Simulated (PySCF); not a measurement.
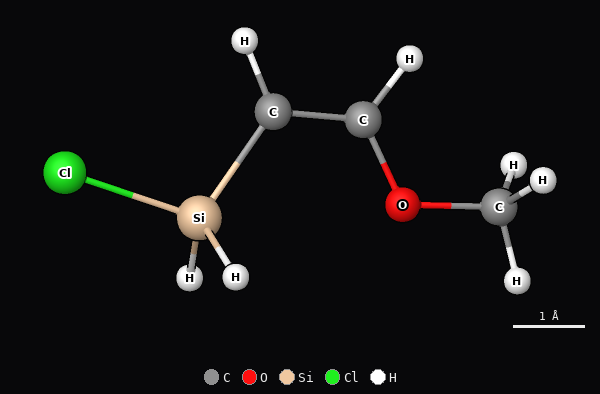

*The structure (ball-and-stick view, seen at a tilt).*

Bond lengths as drawn: Cl–Si 2.08 Å, C–C 1.34 Å, C–H 1.09 to 1.10 Å, C–O 1.34 to 1.40 Å, C–Si 1.85 Å and H–Si 1.49 Å.

# Excited-state calculation of C$_{3}$H$_{7}$ClOSi

- system: C$_{3}$H$_{7}$ClOSi
- method: TDDFT PBE0/6-31G*, vertical, gas phase, core orbitals frozen in the response (PySCF 2.14.0)

The geometry comes from this level: PBE0-D3(BJ)/def2-SVP.

The input
```
{"job": {"kind": "uv", "xc": "PBE0", "basis": "6-31G*"}, "charge": 0, "multiplicity": 1}
C     -2.238298    -0.376116     0.534688
O     -0.844674    -0.286659     0.382369
C     -0.371753     0.676607    -0.426109
C      0.939438     0.783404    -0.680541
Si     2.151849    -0.414858     0.048636
Cl     4.055501     0.157941    -0.559998
H     -2.432470    -1.169454     1.267062
H     -2.665090     0.568789     0.913029
H     -2.732943    -0.641342    -0.415694
H     -1.126460     1.357242    -0.846176
H      1.267790     1.591278    -1.338776
H      1.930368    -1.809471    -0.431094
H      2.141864    -0.409753     1.539219
```

The first line tells a small driver script what to run in PySCF; the rest is the geometry in Å.

Run on 1 CPU thread, shared host.

Run as:
```bash
OMP_NUM_THREADS=1 python <driver script> task.json out
```

The program's output
```
coarse grid: 11936 points
cycle   1  E = -942.9158853245  dE =  5.866e-01  |g| = 5.363e-01  |ddm| = 3.266e+00
cycle   2  E = -942.8842967403  dE =  3.159e-02  |g| = 6.758e-01  |ddm| = 1.122e+00
cycle   3  E = -942.9811524684  dE = -9.686e-02  |g| = 8.037e-02  |ddm| = 6.235e-01
cycle   4  E = -942.9824110704  dE = -1.259e-03  |g| = 2.402e-02  |ddm| = 8.795e-02
cycle   5  E = -942.9825514718  dE = -1.404e-04  |g| = 7.214e-03  |ddm| = 2.933e-02
cycle   6  E = -942.9825616055  dE = -1.013e-05  |g| = 3.526e-03  |ddm| = 9.596e-03
cycle   7  E = -942.9825648675  dE = -3.262e-06  |g| = 4.458e-04  |ddm| = 3.679e-03
final grid: 106112 points
cycle   8  E = -942.9207540334  dE = -1.277e-05  |g| = 8.677e-03  |ddm| = 1.824e-02
cycle   9  E = -942.9207398150  dE =  1.422e-05  |g| = 1.236e-02  |ddm| = 1.507e-02
cycle  10  E = -942.9207700316  dE = -3.022e-05  |g| = 1.606e-03  |ddm| = 9.244e-03
cycle  11  E = -942.9207706525  dE = -6.208e-07  |g| = 2.203e-04  |ddm| = 1.657e-03
cycle  12  E = -942.9207706632  dE = -1.076e-08  |g| = 9.541e-05  |ddm| = 2.833e-04
cycle  13  E = -942.9207706655  dE = -2.306e-09  |g| = 1.452e-05  |ddm| = 8.994e-05
cycle  14  E = -942.9207706656  dE = -5.639e-11  |g| = 2.900e-06  |ddm| = 2.069e-05
```

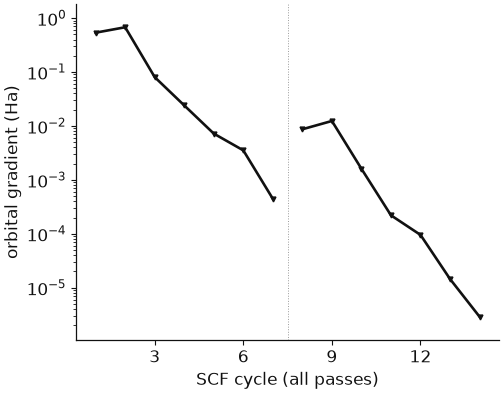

*Convergence of the self-consistent field: orbital gradient against the SCF cycle. The dotted line marks the change from a coarse to the final integration grid.*

The first 7 cycles use a coarse grid, the final grid takes over at cycle 8, and the field converges after 14 cycles in all.

```
converged SCF energy = -942.9207706656

Static polarisability (au): isotropic 67.405, principal 45.228 58.250 98.736

Singlet excitations
state   eV       nm        f      main configurations
  1   6.1224    202.5   0.00546   H->L+1 0.97
  2   6.3228    196.1   0.40056   H->L 0.94
  3   7.1233    174.1   0.00254   H-2->L 0.88
  4   7.4634    166.1   0.02586   H-1->L 0.96
  5   7.4955    165.4   0.00330   H->L+2 0.94
  6   7.6258    162.6   0.00798   H-1->L+1 0.96
  7   7.6734    161.6   0.00763   H-2->L+1 0.96
  8   8.1023    153.0   0.00772   H->L+3 0.84
  9   8.2289    150.7   0.00030   H-3->L 0.85
 10   8.6887    142.7   0.00157   H->L+4 0.88

Triplet excitations (Tamm-Dancoff, eV): 3.8819 6.0066 6.7081 7.1493
```

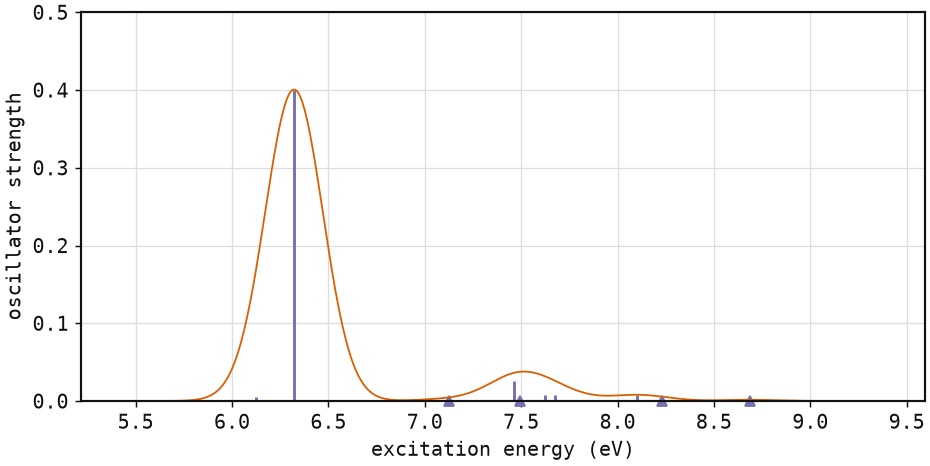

*Computed excitations as sticks (degenerate states added up, dark ones marked on the axis), with a Gaussian envelope of 0.35 eV full width at half maximum, scaled to the tallest.*

Of the 10 states the lowest lies at 6.12 eV (f = 0.005); the strongest line is at 6.32 eV, or 196 nm (f = 0.401).

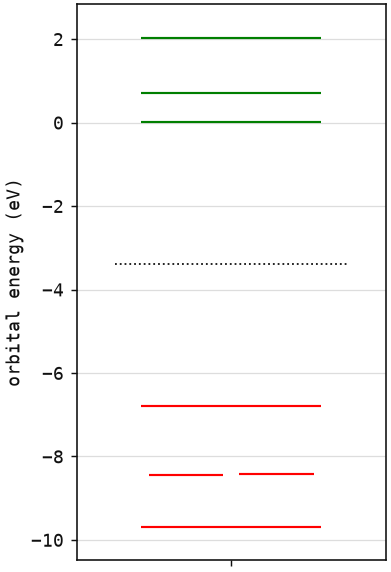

*Orbital energies near the frontier; the dotted line parts filled from empty levels, and levels within 0.02 eV of each other stand side by side.*

Highest filled −6.79 eV, lowest empty 0.00 eV, 6.79 eV apart.

Summary

```tsv
quantity	value
outcome	converged
total energy	−942.920771 hartree
HOMO	−6.79 eV
LUMO	0.00 eV
dipole moment	4.87 D
mean polarisability	67.40 a.u.
lowest singlet excitation	6.12 eV
wall time	13 s
peak memory	0.57 GiB
```
